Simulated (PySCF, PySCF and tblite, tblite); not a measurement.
# 2-chloro-3-methylbutane (C5H11Cl): conformers and averaged spectra, part 2 of 2

PySCF and tblite. Atoms count from 0. Earlier steps stand in the parts before.

### 7 Averages: properties at PBE0/pcSseg-1

Job settings and geometry (Å):

```
{"job": {"study": "conf", "smiles": "CC(C)[C@H](C)Cl", "search": {"seed": 7535, "n_embed": 60, "ff_keep": 14, "window": 3.0, "nmax": 10, "temps": [220, 260, 298.15, 340, 380], "t_ref": 298.15, "order": 0.001}, "level": {"nmr": {"xc": "PBE0", "basis": "pcSseg-1"}}, "kind": "conf"}, "charge": 0, "multiplicity": 1}
C     -1.458646     1.248040     0.153262
C     -0.344089     0.345529    -0.373407
C     -0.909431    -1.011999    -0.783720
C      0.784735     0.230315     0.657168
C      2.005019    -0.527178     0.162019
Cl     0.187916    -0.571317     2.149069
H     -1.913877     0.807920     1.036788
H     -2.228519     1.376648    -0.603423
H     -1.069155     2.228982     0.417693
H      0.098440     0.822849    -1.256666
H     -0.154883    -1.621907    -1.273159
H     -1.279422    -1.545221     0.088270
H     -1.734852    -0.872956    -1.477650
H      1.078046     1.235513     0.975312
H      2.371073    -0.070861    -0.755729
H      2.796706    -0.493749     0.906821
H      1.763941    -1.568578    -0.032557
```

The program printed:

```text
conformer  sym    E(xTB)   E(DFT)   G(298.15 K)  weight  dipole/D
    1     C1      0.025    0.000    0.000   0.5809    2.124
    2     C1      0.000    0.672    0.746   0.1650    2.201
    3     C1      0.221    0.372    0.490   0.2541    2.207

mean shielding (ppm) by class
class atoms           220 K      260 K   298.15 K      340 K      380 K
  0 C  0            164.963    165.183     165.34    165.472     165.57
  1 C  1            147.538    147.446    147.377    147.315    147.267
  2 C  2            169.187     168.81     168.53    168.287    168.101
  3 C  3            117.727    117.748    117.762    117.773     117.78
  4 C  4            161.957    162.113    162.221    162.309    162.374
  5 Cl 5            816.509    813.224    810.805    808.723    807.138
  6 H  6,7,8         30.632     30.638     30.642     30.646     30.648
  7 H  9             30.048     30.044     30.042      30.04     30.039
  8 H  10,11,12      30.688     30.685     30.682     30.679     30.677
  9 H  13            27.846      27.86     27.871     27.881     27.889
 10 H  14,15,16      30.264     30.268      30.27     30.272     30.274
```

It took 97 s on 1 thread of AMD EPYC 7R43, shared host. This counts the runs that the step sums up.

The search (ETKDG, MMFF94s, GFN2-xTB) embedded 60 structures, kept 3 distinct ones after the force field and 3 after xTB; 3 were carried on (window 3.0 kcal/mol at the search's own energies). Energies: PBE0/pcSseg-1 with D3(BJ).

Conformer by conformer (298 K):

```csv
no.,group,mirror pair,ΔE xTB,ΔE DFT,ΔG,weight (%),μ (D),C0–C1–C3–Cl5 (°),"A, B, C (GHz)"
1,C1,no,0.03,0.00,0.00,58.1,2.12,64,"3.27, 2.27, 1.82"
2,C1,no,0.00,0.67,0.75,16.5,2.20,-177,"3.78, 2.14, 1.46"
3,C1,no,0.22,0.37,0.49,25.4,2.21,-68,"4.00, 1.87, 1.66"
```

Energies in kcal/mol. ΔG holds xTB vibrations and rotation, symmetry numbers and mirror pairs.

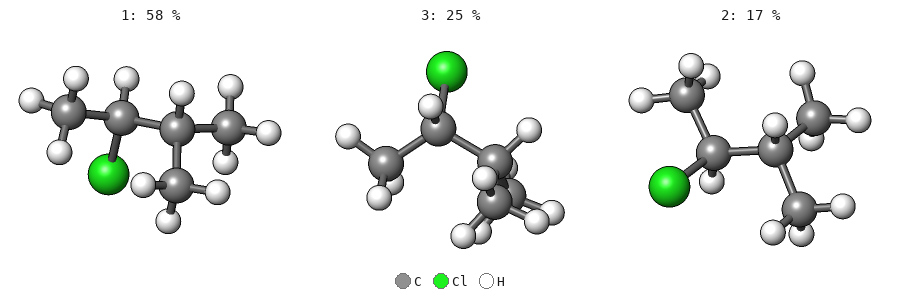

Conformers, most populated first.

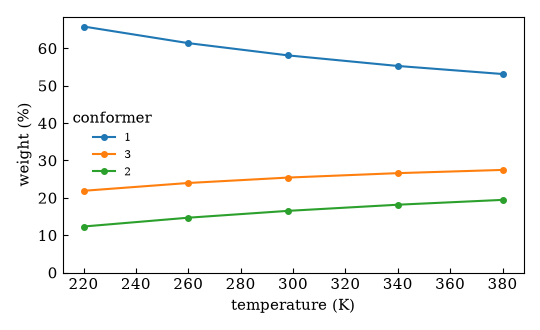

Weights against temperature.

Other ways of weighting, at the same temperature:

```csv
scheme,1,3,2,mean μ (D)
DFT free energy,58,25,16,2.16
"DFT energy, symmetry counted",54,29,17,2.16
DFT energy alone,54,29,17,2.16
"xTB energy, symmetry counted",36,26,38,2.17
xTB free energy,40,23,37,2.17
lowest conformer only,100,0,0,2.12
equal weights,33,33,33,2.18
conformers found from three starts alone,0,61,39,2.21
```

Shifts against references run at the same level (¹³C TMS 186.9, ³⁵Cl HCl 950, ¹H TMS 31.72 ppm of shielding), by class of atoms, at 298 K:

```csv
atoms,environment,no. 1,no. 3,no. 2,average
C3,sp3 CH bonded to Cl,69.5,67.8,70.0,69.2
C1,sp3 CH,38.8,39.6,42.0,39.5
C4,methyl carbon,26.6,19.2,26.5,24.7
C0,methyl carbon,24.0,16.1,21.6,21.6
C2,methyl carbon,15.0,22.3,24.5,18.4
H13,hydrogen on an sp3 CH bonded to Cl,3.94,3.94,3.36,3.85
H9,hydrogen on an sp3 CH,1.61,1.96,1.46,1.67
"H14, H15, H16",hydrogen on a methyl carbon,1.50,1.29,1.51,1.45
"H6, H7, H8",hydrogen on a methyl carbon,1.12,1.06,0.93,1.07
"H10, H11, H12",hydrogen on a methyl carbon,1.02,0.96,1.22,1.04
Cl5,chlorine bonded to C,108,183,180,139
```

Effective distances for nuclear Overhauser effects, ⟨r⁻⁶⟩^(−1/6) over all pairs of two classes (Å): H9···H13 2.52; H6···H9 2.59; H9···H10 2.59; H13···H14 2.60; H6···H13 2.93; H9···H14 2.99; H6···H10 3.03; H10···H13 3.17.

### 8 Shieldings, conformer 1: BP86/pcSseg-1 in benzene

Job settings and geometry (Å):

```
{"job": {"xc": "BP86", "basis": "pcSseg-1", "solvent": "benzene", "kind": "nmr", "pop": false}, "charge": 0, "multiplicity": 1}
C     -1.456571     1.254387     0.151141
C     -0.342418     0.340278    -0.369213
C     -0.915604    -1.019383    -0.778761
C      0.779134     0.222209     0.670775
C      2.005221    -0.518599     0.157429
Cl     0.189957    -0.593097     2.154072
H     -1.912334     0.828004     1.045211
H     -2.227809     1.375199    -0.609739
H     -1.057009     2.238562     0.399218
H      0.101999     0.812548    -1.257367
H     -0.154761    -1.633402    -1.260607
H     -1.293994    -1.552400     0.093826
H     -1.735985    -0.877823    -1.482494
H      1.076026     1.230721     0.978737
H      2.377581    -0.037757    -0.748095
H      2.790338    -0.499529     0.912495
H      1.769232    -1.557887    -0.066540
```

The program printed:

```text
coarse grid: 13880 points
cycle   1  E = -657.2238140933  dE =  2.187e-01  |g| = 5.836e-01  |ddm| = 3.472e+00
cycle   2  E = -657.1277239088  dE =  9.609e-02  |g| = 8.396e-01  |ddm| = 1.225e+00
cycle   3  E = -657.3152811855  dE = -1.876e-01  |g| = 7.371e-02  |ddm| = 7.700e-01
cycle   4  E = -657.3164160506  dE = -1.135e-03  |g| = 3.224e-02  |ddm| = 1.212e-01
cycle   5  E = -657.3166321819  dE = -2.161e-04  |g| = 9.313e-03  |ddm| = 3.438e-02
cycle   6  E = -657.3166514567  dE = -1.927e-05  |g| = 2.773e-03  |ddm| = 1.023e-02
cycle   7  E = -657.3166536944  dE = -2.238e-06  |g| = 8.099e-04  |ddm| = 2.949e-03
final grid: 126880 points
cycle   8  E = -657.3643099250  dE = -6.974e-05  |g| = 7.584e-03  |ddm| = 3.966e-02
cycle   9  E = -657.3642968014  dE =  1.312e-05  |g| = 9.910e-03  |ddm| = 1.419e-02
cycle  10  E = -657.3643212009  dE = -2.440e-05  |g| = 1.497e-03  |ddm| = 9.126e-03
cycle  11  E = -657.3643216361  dE = -4.352e-07  |g| = 4.920e-04  |ddm| = 2.009e-03
cycle  12  E = -657.3643217095  dE = -7.345e-08  |g| = 8.902e-05  |ddm| = 4.964e-04
cycle  13  E = -657.3643216965  dE =  1.305e-08  |g| = 2.054e-05  |ddm| = 1.087e-04
cycle  14  E = -657.3643216966  dE = -1.030e-10  |g| = 5.564e-06  |ddm| = 2.774e-05
converged SCF energy = -657.3643216966

GIAO shielding tensors (ppm)
atom      isotropic    diamagn.    paramagn.     s11        s22        s33       span
  0 C      156.968     247.169     -90.201    134.373    152.707    183.823     49.451
  1 C      139.786     246.724    -106.937    129.063    136.462    153.834     24.771
  2 C      166.340     248.049     -81.709    155.046    159.337    184.636     29.590
  3 C      108.303     248.483    -140.181     73.341    113.051    138.516     65.174
  4 C      154.238     247.155     -92.917    128.898    150.900    182.916     54.018
  5 Cl     822.588    1148.576    -325.987    662.634    747.392   1057.740    395.106
  6 H       30.143      30.391      -0.247     25.865     30.745     33.821      7.956
  7 H       30.624      29.724       0.900     26.101     28.405     37.367     11.266
  8 H       30.644      30.178       0.467     26.409     27.921     37.603     11.194
  9 H       29.783      32.899      -3.116     26.210     28.117     35.022      8.812
 10 H       30.456      31.036      -0.580     25.125     29.364     36.879     11.754
 11 H       30.268      30.784      -0.516     25.548     31.235     34.019      8.471
 12 H       30.941      30.235       0.706     26.408     28.824     37.592     11.185
 13 H       27.469      32.018      -4.549     24.835     25.339     32.234      7.399
 14 H       30.400      30.053       0.347     25.741     27.716     37.744     12.002
 15 H       29.881      28.824       1.056     25.422     27.976     36.244     10.822
 16 H       29.951      30.363      -0.412     26.407     29.359     34.088      7.681
```

It took 30 s on 1 thread of AMD EPYC 7R43, shared host; peak memory 0.97 GiB.

This run: HOMO -6.98 eV, LUMO 0.00 eV; dipole 2.35 D.

### 9 Shieldings, conformer 2: BP86/pcSseg-1 in benzene

Job settings and geometry (Å):

```
{"job": {"xc": "BP86", "basis": "pcSseg-1", "solvent": "benzene", "kind": "nmr", "pop": false}, "charge": 0, "multiplicity": 1}
C     -1.042911     1.038006     0.543821
C     -0.482028    -0.057129    -0.371854
C     -1.401598    -1.281885    -0.328838
C      0.946651    -0.439106     0.037389
C      1.908698     0.739918     0.060537
Cl     1.588923    -1.648231    -1.121313
H     -0.976513     0.736633     1.590317
H     -2.091132     1.216507     0.302424
H     -0.501577     1.974424     0.412767
H     -0.454099     0.325173    -1.400986
H     -1.022383    -2.066129    -0.983004
H     -1.467176    -1.676299     0.686451
H     -2.403150    -1.008449    -0.661010
H      0.935141    -0.925856     1.018721
H      1.880003     1.275499    -0.888283
H      1.652262     1.427454     0.866563
H      2.923890     0.381500     0.226388
```

The program printed:

```text
coarse grid: 13880 points
cycle   1  E = -657.2244061473  dE =  2.159e-01  |g| = 5.801e-01  |ddm| = 3.477e+00
cycle   2  E = -657.1305185427  dE =  9.389e-02  |g| = 8.322e-01  |ddm| = 1.216e+00
cycle   3  E = -657.3145895168  dE = -1.841e-01  |g| = 7.618e-02  |ddm| = 7.634e-01
cycle   4  E = -657.3158625151  dE = -1.273e-03  |g| = 3.253e-02  |ddm| = 1.296e-01
cycle   5  E = -657.3160793472  dE = -2.168e-04  |g| = 9.309e-03  |ddm| = 3.458e-02
cycle   6  E = -657.3160985056  dE = -1.916e-05  |g| = 2.961e-03  |ddm| = 1.031e-02
cycle   7  E = -657.3161005081  dE = -2.003e-06  |g| = 7.276e-04  |ddm| = 3.187e-03
final grid: 126880 points
cycle   8  E = -657.3637039433  dE = -6.888e-05  |g| = 7.316e-03  |ddm| = 3.585e-02
cycle   9  E = -657.3636918377  dE =  1.211e-05  |g| = 9.540e-03  |ddm| = 1.323e-02
cycle  10  E = -657.3637145438  dE = -2.271e-05  |g| = 1.342e-03  |ddm| = 8.471e-03
cycle  11  E = -657.3637148517  dE = -3.078e-07  |g| = 4.878e-04  |ddm| = 1.921e-03
cycle  12  E = -657.3637149093  dE = -5.757e-08  |g| = 9.185e-05  |ddm| = 5.094e-04
cycle  13  E = -657.3637149112  dE = -1.950e-09  |g| = 2.022e-05  |ddm| = 1.083e-04
cycle  14  E = -657.3637149113  dE = -9.709e-11  |g| = 4.572e-06  |ddm| = 2.622e-05
converged SCF energy = -657.3637149113

GIAO shielding tensors (ppm)
atom      isotropic    diamagn.    paramagn.     s11        s22        s33       span
  0 C      159.313     248.451     -89.138    145.807    151.568    180.563     34.755
  1 C      136.232     246.734    -110.501    122.209    133.388    153.100     30.891
  2 C      156.645     247.117     -90.472    141.311    147.064    181.561     40.250
  3 C      107.985     247.680    -139.695     72.936    110.712    140.308     67.372
  4 C      154.184     247.274     -93.090    137.288    147.219    178.044     40.756
  5 Cl     748.670    1148.160    -399.490    572.032    632.525   1041.453    469.421
  6 H       31.001      31.319      -0.317     27.867     28.784     36.353      8.485
  7 H       30.511      30.299       0.212     26.040     28.456     37.037     10.997
  8 H       30.251      31.285      -1.035     25.105     29.595     36.052     10.947
  9 H       30.042      32.444      -2.402     27.979     29.098     33.049      5.069
 10 H       29.502      30.047      -0.544     23.614     30.814     34.078     10.464
 11 H       30.981      30.536       0.445     28.169     28.506     36.269      8.100
 12 H       30.621      29.764       0.856     26.502     28.106     37.255     10.753
 13 H       28.068      31.868      -3.800     25.414     27.277     31.512      6.098
 14 H       30.291      30.223       0.068     27.588     28.160     35.125      7.538
 15 H       29.906      30.449      -0.542     24.457     29.164     36.098     11.641
 16 H       29.986      29.019       0.967     25.430     28.414     36.113     10.682
```

It took 26 s on 1 thread of AMD EPYC 7R43, shared host; peak memory 0.97 GiB.

Key values: HOMO -6.95 eV, LUMO -0.10 eV; dipole 2.42 D.

### 10 Shieldings, conformer 3: BP86/pcSseg-1 in benzene

Job settings and geometry (Å):

```
{"job": {"xc": "BP86", "basis": "pcSseg-1", "solvent": "benzene", "kind": "nmr", "pop": false}, "charge": 0, "multiplicity": 1}
C     -0.584899     1.509351    -0.236137
C     -0.722160    -0.011055    -0.350324
C     -1.298742    -0.602817     0.940991
C      0.599148    -0.699163    -0.719731
C      1.766944    -0.392650     0.205304
Cl     1.055399    -0.231417    -2.389281
H     -1.571268     1.963101    -0.138062
H     -0.105288     1.910922    -1.128970
H      0.007608     1.787126     0.636193
H     -1.426489    -0.228126    -1.164583
H     -0.660958    -0.376871     1.796192
H     -2.286266    -0.181344     1.130087
H     -1.395617    -1.685692     0.854340
H      0.433592    -1.781708    -0.744848
H      1.523657    -0.675647     1.229829
H      2.641652    -0.959141    -0.112304
H      2.016689     0.667161     0.181393
```

The program printed:

```text
coarse grid: 13880 points
cycle   1  E = -657.2244205880  dE =  2.156e-01  |g| = 5.826e-01  |ddm| = 3.476e+00
cycle   2  E = -657.1247010820  dE =  9.972e-02  |g| = 8.483e-01  |ddm| = 1.224e+00
cycle   3  E = -657.3149211227  dE = -1.902e-01  |g| = 8.163e-02  |ddm| = 7.830e-01
cycle   4  E = -657.3163806750  dE = -1.460e-03  |g| = 3.267e-02  |ddm| = 1.376e-01
cycle   5  E = -657.3165929968  dE = -2.123e-04  |g| = 1.037e-02  |ddm| = 3.683e-02
cycle   6  E = -657.3166184042  dE = -2.541e-05  |g| = 2.959e-03  |ddm| = 1.178e-02
cycle   7  E = -657.3166197391  dE = -1.335e-06  |g| = 7.221e-04  |ddm| = 3.185e-03
final grid: 126880 points
cycle   8  E = -657.3640215587  dE = -8.261e-05  |g| = 7.903e-03  |ddm| = 4.252e-02
cycle   9  E = -657.3640066980  dE =  1.486e-05  |g| = 1.052e-02  |ddm| = 1.464e-02
cycle  10  E = -657.3640341209  dE = -2.742e-05  |g| = 1.486e-03  |ddm| = 9.545e-03
cycle  11  E = -657.3640345351  dE = -4.142e-07  |g| = 4.773e-04  |ddm| = 2.143e-03
cycle  12  E = -657.3640345889  dE = -5.388e-08  |g| = 1.086e-04  |ddm| = 5.156e-04
cycle  13  E = -657.3640345917  dE = -2.780e-09  |g| = 2.264e-05  |ddm| = 1.231e-04
cycle  14  E = -657.3640345918  dE = -1.205e-10  |g| = 5.419e-06  |ddm| = 2.867e-05
converged SCF energy = -657.3640345918

GIAO shielding tensors (ppm)
atom      isotropic    diamagn.    paramagn.     s11        s22        s33       span
  0 C      165.567     247.963     -82.396    154.772    158.591    183.338     28.565
  1 C      138.826     246.771    -107.945    123.430    139.077    153.972     30.542
  2 C      158.794     247.847     -89.053    142.861    149.984    183.535     40.674
  3 C      110.389     247.304    -136.915     76.869    107.823    146.474     69.606
  4 C      161.976     248.185     -86.210    145.825    157.463    182.639     36.813
  5 Cl     746.965    1147.843    -400.878    499.310    687.281   1054.304    554.994
  6 H       30.732      29.878       0.854     26.625     28.124     37.445     10.820
  7 H       29.891      30.269      -0.378     24.296     30.572     34.804     10.508
  8 H       30.921      31.271      -0.350     27.152     29.809     35.804      8.652
  9 H       29.577      31.972      -2.396     25.723     28.994     34.013      8.290
 10 H       30.798      31.279      -0.481     26.992     29.930     35.474      8.482
 11 H       30.351      29.752       0.599     26.036     27.956     37.061     11.025
 12 H       30.578      30.397       0.182     26.285     28.161     37.289     11.004
 13 H       27.480      31.522      -4.041     23.321     27.543     31.577      8.256
 14 H       30.285      30.859      -0.574     24.639     29.333     36.883     12.244
 15 H       30.207      29.037       1.170     25.857     28.306     36.458     10.601
 16 H       30.334      30.517      -0.183     26.725     29.735     34.541      7.815
```

Run time: 27 s. Hardware: 1 thread of AMD EPYC 7R43, shared host; peak memory 0.97 GiB.

In short: HOMO -6.97 eV, LUMO -0.09 eV; dipole 2.42 D.

### 11 Boltzmann average: properties at BP86/pcSseg-1 in benzene

Job settings and geometry (Å):

```
{"job": {"study": "conf", "smiles": "CC(C)[C@H](C)Cl", "search": {"seed": 7535, "n_embed": 60, "ff_keep": 14, "window": 3.0, "nmax": 10, "temps": [220, 260, 298.15, 340, 380], "t_ref": 298.15, "order": 0.001}, "level": {"nmr": {"xc": "BP86", "basis": "pcSseg-1", "solvent": "benzene"}, "alter": {"geometry": "GFN1-xTB"}, "change": "BP86/pcSseg-1; solvent benzene; GFN1-xTB geometries", "top": 4}, "kind": "conf"}, "charge": 0, "multiplicity": 1}
C     -1.456571     1.254387     0.151141
C     -0.342418     0.340278    -0.369213
C     -0.915604    -1.019383    -0.778761
C      0.779134     0.222209     0.670775
C      2.005221    -0.518599     0.157429
Cl     0.189957    -0.593097     2.154072
H     -1.912334     0.828004     1.045211
H     -2.227809     1.375199    -0.609739
H     -1.057009     2.238562     0.399218
H      0.101999     0.812548    -1.257367
H     -0.154761    -1.633402    -1.260607
H     -1.293994    -1.552400     0.093826
H     -1.735985    -0.877823    -1.482494
H      1.076026     1.230721     0.978737
H      2.377581    -0.037757    -0.748095
H      2.790338    -0.499529     0.912495
H      1.769232    -1.557887    -0.066540
```

The program printed:

```text
conformer  sym    E(xTB)   E(DFT)   G(298.15 K)  weight  dipole/D
    1     C1      0.025    0.000    0.000   0.5481    2.352
    2     C1      0.000    0.673    0.747   0.1553    2.418
    3     C1      0.221    0.246    0.364   0.2966    2.417

mean shielding (ppm) by class
class atoms           220 K      260 K   298.15 K      340 K      380 K
  0 C  0            159.575    159.757    159.882    159.985    160.059
  1 C  1            139.119    139.023     138.95    138.884    138.833
  2 C  2            163.178    162.844    162.596    162.381    162.215
  3 C  3            108.834    108.858    108.872    108.882    108.889
  4 C  4            156.337    156.451    156.525    156.581     156.62
  5 Cl 5            793.563    790.744    788.678    786.902    785.548
  6 H  6,7,8         30.496     30.499     30.502     30.504     30.506
  7 H  9             29.757     29.759     29.762     29.765     29.767
  8 H  10,11,12      30.539     30.535     30.532     30.529     30.527
  9 H  13            27.541     27.554     27.565     27.575     27.583
 10 H  14,15,16      30.129     30.132     30.134     30.135     30.136
```

Wall time 83 s (1 thread of AMD EPYC 7R43, shared host). This counts the runs that the step sums up.

Against the first level, at 298 K (shieldings, ppm; largest changes first):

```csv
atoms,PBE0/pcSseg-1,BP86/pcSseg-1 in benzene,change
Cl5,811,789,-22
C3,117.8,108.9,-8.9
C1,147.4,138.9,-8.4
C2,168.5,162.6,-5.9
C4,162.2,156.5,-5.7
C0,165.3,159.9,-5.5
H13,27.87,27.57,-0.31
H9,30.04,29.76,-0.28
"H10, H11, H12",30.68,30.53,-0.15
"H6, H7, H8",30.64,30.50,-0.14
```

Weights: from PBE0/pcSseg-1 energies 1: 58 %, 2: 17 %, 3: 25 %; from BP86/pcSseg-1 in benzene energies 1: 55 %, 2: 16 %, 3: 30 % (with a dispersion term where the level has one and the same thermal terms, so they don't follow from the SCF energies alone). Times: 97 s and 83 s.

### 12 What came out

What follows sums up all 2 parts.

| quantity | value |
| --- | --- |
| conformers | 3; the first in weight is no. 1 (C1), 58 % at 298 K |
| root-mean-square dipole | 2.16 D |
| averaged ¹³C shifts (PBE0/pcSseg-1) | 69.2, 39.5, 24.7, 21.6, 18.4 ppm |
| averaged ¹H shifts (PBE0/pcSseg-1) | 3.85, 1.67, 1.45, 1.07, 1.04 ppm |

In words: At 298 K conformer 1 holds 58 % of the ensemble (66 % at 220 K, 53 % at 380 K). xTB puts no. 2 lowest, DFT no. 1. Among conformers over 5 %, C2 differs by 9.5 ppm, while the average moves by 1.1 ppm from 220 to 380 K. Between PBE0/pcSseg-1 and BP86/pcSseg-1 in benzene, Cl5 changes most, by 22 ppm of raw shielding (the geometries differ too); the energies behind both averages, dispersion terms included where typed, rank the same conformer first.
